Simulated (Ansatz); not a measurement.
# GeH2 (triplet): PBE-QIDH, RPA-PBE over vertical spin and charge gaps, cc-pVTZ

Aim: run GeH2 (triplet) with these functionals over vertical spin and charge gaps, and hold them against the top wave-function level at the same points.

Method: cc-pVTZ, all electrons in the functionals, frozen cores in the correlation of double hybrids and RPA; program: Ansatz 0.2.0, Gaussian basis.

Plan: PBE-QIDH, RPA-PBE, at charge 0, triplet; charge 0, singlet; charge 0, quintet; charge 1, doublet; charge 1, quartet (not every functional at every point).

5 further runs of the same task are left out: 1 that didn't finish, 4 set aside as unsound or not needed.

### Step 1. The system

The geometry is a PBE0/def2-TZVP stationary point (not a proven minimum). No spin-orbit coupling is included. The filled d shell of Ge may be among the frozen orbitals whatever the setting's name suggests; the logs give the count.

3 atoms, charge 0, spin multiplicity 3.

Atoms are counted from 1 here; the program's logs count them from 0.

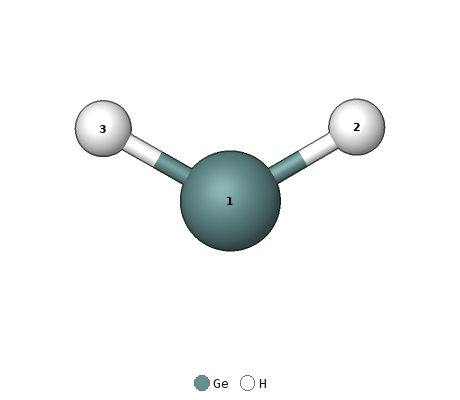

The geometry (germanium teal, hydrogen white); atoms are numbered from 1 in the order of the file.

No dispersion term is added.

The geometry shown and the zero of energy belong to the point charge 0, triplet. The yardstick, FCI, and other wave-function levels (R restricted, U unrestricted, valence and pair active spaces) come from earlier runs.

### Step 2. PBE-QIDH, charge 0, triplet

File in.yaml:

```yaml
crystal:
  periodic: [false, false, false]
  atoms:
    - {symbol: Ge, position_ang: [0.000000, -0.020787, 0.000000]}
    - {symbol: H, position_ang: [0.000000, 0.749032, -1.334401]}
    - {symbol: H, position_ang: [0.000000, 0.749032, 1.334401]}
basis:
  gaussian: {orbitals: cc-pVTZ}
magnetization: {spin_polarized: true, initial_magnetization: 2}
hamiltonian: {xc: {name: PBE-QIDH}}
correlation: {electrons: outside_noble_gas}
```

Started as:

```console
> ansatz run in.yaml --threads 1 --pin off --events-out ev --progress --plain --max-ram 4160MiB --backend cpu
```

What it wrote:

```text
Functional definition: PBE-QIDH
  name "PBE-QIDH"
  cite "Brémond, Sancho-García, Pérez-Jiménez & Adamo, J. Chem. Phys. 141, 031101 (2014) doi:10.1063/1.4890314"
  cite "Perdew, Burke & Ernzerhof, Phys. Rev. Lett. 77, 3865 (1996) doi:10.1103/PhysRevLett.77.3865"
  parameter a = 3^(-1/3)
  parameter c = 1/3
  exchange = (1 - a)*pbe_x + a*exact_x
  correlation = (1 - c)*pbe_c + c*(mp2_os + mp2_ss)
433 factors; integrals over basis functions are off by at most 4.9e-4 eV
mean field evaluation 1: about -56530.4031 eV, gradient 5.4e0 eV
mean field evaluation 2: about -56530.4229 eV, gradient 5.4e0 eV
mean field evaluation 4: about -56530.7642 eV, gradient 1.0e0 eV
mean field evaluation 8: about -56530.7753 eV, gradient 4.5e-2 eV
mean field evaluation 16: about -56530.7754 eV, gradient 1.1e-4 eV
mean field -56530.77536034 eV, -2077.4676765566 hartree, gradient 4.1e-6 eV, S^2 2.004343; 0 other end points of the search recorded, 0 dependent functions left out
14 core orbitals not correlated: weight in the atoms' cores, before any rotation towards them, 0.999 or more for the frozen orbitals, at most 0.000 for the correlated occupied ones
reference -56530.77537095 eV, -2077.4676769468 hartree; 4, 2 occupied and 53, 55 virtual orbitals, 433 factors
second order -2.71035103 eV of doubles, -0.00000000 eV of singles
Total energy: -56531.67882130 eV, -2077.5008781345 hartree
```

Run time: 1.7 s. Hardware: 1 thread of AMD EPYC 7R13, shared host.

From the report: ⟨S²⟩ of the determinant 2.004 (pure triplet: 2.00).

### Step 3. PBE-QIDH, charge 0, quintet

Edit in.yaml of step 2 so:

```diff
@@ -8,3 +8,3 @@
   gaussian: {orbitals: cc-pVTZ}
-magnetization: {spin_polarized: true, initial_magnetization: 2}
+magnetization: {spin_polarized: true, initial_magnetization: 4}
 hamiltonian: {xc: {name: PBE-QIDH}}
```

Same command.

What it wrote, shortened:

```text
Functional definition: PBE-QIDH
  name "PBE-QIDH"
  cite "Brémond, Sancho-García, Pérez-Jiménez & Adamo, J. Chem. Phys. 141, 031101 (2014) doi:10.1063/1.4890314"
  cite "Perdew, Burke & Ernzerhof, Phys. Rev. Lett. 77, 3865 (1996) doi:10.1103/PhysRevLett.77.3865"
[...]
435 factors; integrals over basis functions are off by at most 4.9e-4 eV
[...]
a density is far from that of the atoms, so the factors are made again for it
454 factors; integrals over basis functions are off by at most 4.8e-4 eV
[...]
mean field -56523.24124796 eV, -2077.1908030335 hartree, gradient 6.2e-6 eV, S^2 6.004692; 3 other end points of the search recorded, 0 dependent functions left out
14 core orbitals not correlated: weight in the atoms' cores, before any rotation towards them, 0.999 or more for the frozen orbitals, at most 0.001 for the correlated occupied ones
reference -56523.24125858 eV, -2077.1908034239 hartree; 5, 1 occupied and 52, 56 virtual orbitals, 454 factors
second order -2.38667116 eV of doubles, -0.00000000 eV of singles
Total energy: -56524.03681564 eV, -2077.2200396064 hartree
```

It took 4.2 s on 1 thread of AMD EPYC 7R13, shared host.

From the report: ⟨S²⟩ of the determinant 6.005 (pure quintet: 6.00).

From charge 0, triplet: +737.3 kJ/mol.

### Step 4. RPA-PBE, charge 0, triplet

File in.yaml:

```yaml
crystal:
  periodic: [false, false, false]
  atoms:
    - {symbol: Ge, position_ang: [0.000000, -0.020787, 0.000000]}
    - {symbol: H, position_ang: [0.000000, 0.749032, -1.334401]}
    - {symbol: H, position_ang: [0.000000, 0.749032, 1.334401]}
basis:
  gaussian: {orbitals: cc-pVTZ}
magnetization: {spin_polarized: true, initial_magnetization: 2}
hamiltonian: {xc: {name: PBE}}
correlation: {method: rpa, electrons: outside_noble_gas}
```

Same command.

What it wrote, shortened:

```text
Functional definition: PBE
  name "PBE"
  cite "Perdew, Burke & Ernzerhof, Phys. Rev. Lett. 77, 3865 (1996) doi:10.1103/PhysRevLett.77.3865"
  parent pbe
[...]
433 factors; integrals over basis functions are off by at most 4.9e-4 eV
[...]
mean field -56540.44689235 eV, -2077.8230988023 hartree, gradient 1.1e-6 eV, S^2 2.001883; 0 other end points of the search recorded, 0 dependent functions left out
14 core orbitals not correlated: weight in the atoms' cores, before any rotation towards them, 0.998 or more for the frozen orbitals, at most 0.001 for the correlated occupied ones
reference -56503.81175131 eV, -2076.4767822016 hartree; 4, 2 occupied and 53, 55 virtual orbitals, 433 factors
Total energy: -56509.37594315 eV, -2076.6812624799 hartree
```

Run time: 1.2 s. Hardware: 1 thread of AMD EPYC 7R13, shared host.

From the report: ⟨S²⟩ of the determinant 2.002 (pure triplet: 2.00).

### Step 5. RPA-PBE, charge 0, singlet

Edit in.yaml of step 4 so:

```diff
@@ -8,3 +8,3 @@
   gaussian: {orbitals: cc-pVTZ}
-magnetization: {spin_polarized: true, initial_magnetization: 2}
+magnetization: {spin_polarized: true, initial_magnetization: 0}
 hamiltonian: {xc: {name: PBE}}
```

Same command.

What it wrote, shortened:

```text
Functional definition: PBE
  name "PBE"
  cite "Perdew, Burke & Ernzerhof, Phys. Rev. Lett. 77, 3865 (1996) doi:10.1103/PhysRevLett.77.3865"
  parent pbe
[...]
433 factors; integrals over basis functions are off by at most 4.9e-4 eV
[...]
mean field -56540.92244548 eV, -2077.8405750577 hartree, gradient 2.0e-6 eV, S^2 0.217581; 9 other end points of the search recorded, 0 dependent functions left out
14 core orbitals not correlated: weight in the atoms' cores, before any rotation towards them, 0.998 or more for the frozen orbitals, at most 0.001 for the correlated occupied ones
reference -56503.87178245 eV, -2076.4789883053 hartree; 3, 3 occupied and 54, 54 virtual orbitals, 433 factors
Total energy: -56509.91190037 eV, -2076.7009585447 hartree
```

Run time: 4 s. Hardware: 1 thread of AMD EPYC 7R13, shared host.

From the report: ⟨S²⟩ of the determinant 0.218 (pure singlet: 0.00).

From charge 0, triplet: -51.7 kJ/mol.

### Step 6. RPA-PBE, charge 0, quintet

Edit in.yaml of step 5 so:

```diff
@@ -8,3 +8,3 @@
   gaussian: {orbitals: cc-pVTZ}
-magnetization: {spin_polarized: true, initial_magnetization: 0}
+magnetization: {spin_polarized: true, initial_magnetization: 4}
 hamiltonian: {xc: {name: PBE}}
```

Same command.

What it wrote, shortened:

```text
Functional definition: PBE
  name "PBE"
  cite "Perdew, Burke & Ernzerhof, Phys. Rev. Lett. 77, 3865 (1996) doi:10.1103/PhysRevLett.77.3865"
  parent pbe
[...]
435 factors; integrals over basis functions are off by at most 4.9e-4 eV
[...]
a density is far from that of the atoms, so the factors are made again for it
453 factors; integrals over basis functions are off by at most 4.9e-4 eV
[...]
mean field -56533.06803197 eV, -2077.5519306850 hartree, gradient 1.1e-6 eV, S^2 6.001924; 4 other end points of the search recorded, 0 dependent functions left out
14 core orbitals not correlated: weight in the atoms' cores, before any rotation towards them, 0.998 or more for the frozen orbitals, at most 0.001 for the correlated occupied ones
reference -56496.57005630 eV, -2076.2106548186 hartree; 5, 1 occupied and 52, 56 virtual orbitals, 453 factors
Total energy: -56501.65935651 eV, -2076.3976831516 hartree
```

Wall time 4.9 s (1 thread of AMD EPYC 7R13, shared host).

From the report: ⟨S²⟩ of the determinant 6.002 (pure quintet: 6.00).

From charge 0, triplet: +744.5 kJ/mol.

### Step 7. RPA-PBE, charge 1, doublet

Edit in.yaml of step 6 so:

```diff
@@ -8,3 +8,4 @@
   gaussian: {orbitals: cc-pVTZ}
-magnetization: {spin_polarized: true, initial_magnetization: 4}
+total_charge: 1
+magnetization: {spin_polarized: true, initial_magnetization: 1}
 hamiltonian: {xc: {name: PBE}}
```

Same command.

What it wrote:

```text
Functional definition: PBE
  name "PBE"
  cite "Perdew, Burke & Ernzerhof, Phys. Rev. Lett. 77, 3865 (1996) doi:10.1103/PhysRevLett.77.3865"
  parent pbe
  parameter kappa = 0.804
  parameter beta = 0.06672455060314922
  exchange = pbe_x(kappa = kappa, mu = beta*pi^2/3)
  correlation = pbe_c(beta = beta)
433 factors; integrals over basis functions are off by at most 4.9e-4 eV
mean field evaluation 1: about -56531.6210 eV, gradient 1.1e1 eV
mean field evaluation 2: about -56531.6144 eV, gradient 1.1e1 eV
mean field evaluation 4: about -56532.4568 eV, gradient 2.2e0 eV
mean field evaluation 8: about -56532.4759 eV, gradient 5.7e-3 eV
mean field -56532.47594677 eV, -2077.5301719552 hartree, gradient 5.1e-6 eV, S^2 0.751521; 0 other end points of the search recorded, 0 dependent functions left out
14 core orbitals not correlated: weight in the atoms' cores, before any rotation towards them, 0.999 or more for the frozen orbitals, at most 0.001 for the correlated occupied ones
reference -56496.29885047 eV, -2076.2006881879 hartree; 3, 2 occupied and 54, 55 virtual orbitals, 433 factors
Total energy: -56501.26767483 eV, -2076.3832891153 hartree
```

Run time: 1.1 s. Hardware: 1 thread of AMD EPYC 7R13, shared host.

From the report: ⟨S²⟩ of the determinant 0.752 (pure doublet: 0.75).

From charge 0, triplet: +782.3 kJ/mol.

### Step 8. RPA-PBE, charge 1, quartet

Edit in.yaml of step 7 so:

```diff
@@ -9,3 +9,3 @@
 total_charge: 1
-magnetization: {spin_polarized: true, initial_magnetization: 1}
+magnetization: {spin_polarized: true, initial_magnetization: 3}
 hamiltonian: {xc: {name: PBE}}
```

Same command.

What it wrote:

```text
Functional definition: PBE
  name "PBE"
  cite "Perdew, Burke & Ernzerhof, Phys. Rev. Lett. 77, 3865 (1996) doi:10.1103/PhysRevLett.77.3865"
  parent pbe
  parameter kappa = 0.804
  parameter beta = 0.06672455060314922
  exchange = pbe_x(kappa = kappa, mu = beta*pi^2/3)
  correlation = pbe_c(beta = beta)
433 factors; integrals over basis functions are off by at most 4.9e-4 eV
mean field evaluation 1: about -56527.7983 eV, gradient 7.0e0 eV
mean field evaluation 2: about -56527.7955 eV, gradient 7.0e0 eV
mean field evaluation 4: about -56528.1377 eV, gradient 1.2e0 eV
mean field evaluation 8: about -56528.1411 eV, gradient 1.4e-2 eV
mean field -56528.14112561 eV, -2077.3708702160 hartree, gradient 1.6e-6 eV, S^2 3.754788; 0 other end points of the search recorded, 0 dependent functions left out
14 core orbitals not correlated: weight in the atoms' cores, before any rotation towards them, 0.998 or more for the frozen orbitals, at most 0.001 for the correlated occupied ones
reference -56492.26818234 eV, -2076.0525638665 hartree; 4, 1 occupied and 53, 56 virtual orbitals, 433 factors
Total energy: -56496.71338344 eV, -2076.2159219937 hartree
```

It took 1.1 s on 1 thread of AMD EPYC 7R13, shared host.

From the report: ⟨S²⟩ of the determinant 3.755 (pure quartet: 3.75).

From charge 0, triplet: +1221.8 kJ/mol.

### Step 9. Against the wave-function levels

The yardstick is full CI for this spin, exact in this basis with these frozen cores. It comes from earlier runs at the same points. Energies in kJ/mol, counted from charge 0, triplet; blanks weren't run or aren't comparable.

| level | triplet to singlet | triplet to quintet | ionisation to the doublet cation | ionisation to the quartet cation |
| --- | --- | --- | --- | --- |
| FCI | -48.0 |  | 766.1 | 1198.0 |
| PBE-QIDH |  | 737.3 |  |  |
| RPA-PBE | -51.7 | 744.5 | 782.3 | 1221.8 |

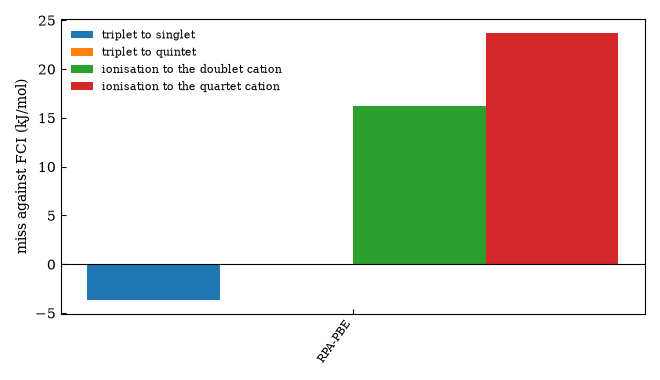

Misses of the gaps against FCI.

Largest miss and mean time a point (FCI took 25 s a point; shared hosts):

| level | largest miss (kJ/mol) | where | time a point |
| --- | --- | --- | --- |
| RPA-PBE | +23.7 | ionisation to the quartet cation | 2.5 s |

### Step 10. Results

| quantity | value |
| --- | --- |
| triplet to singlet, FCI | -48.0 kJ/mol |
| ionisation to the doublet cation, FCI | 766.1 kJ/mol |
| ionisation to the quartet cation, FCI | 1198.0 kJ/mol |
| largest miss, RPA-PBE | +23.7 kJ/mol (ionisation to the quartet cation) |

What this shows: Misses are known at 3 of 4 points at best, and only functionals with that many are ranked. RPA-PBE strays by up to 23.7 kJ/mol, at ionisation to the quartet cation. Functionals and the yardstick converge differently with the basis, so part of each miss in cc-pVTZ is the basis.
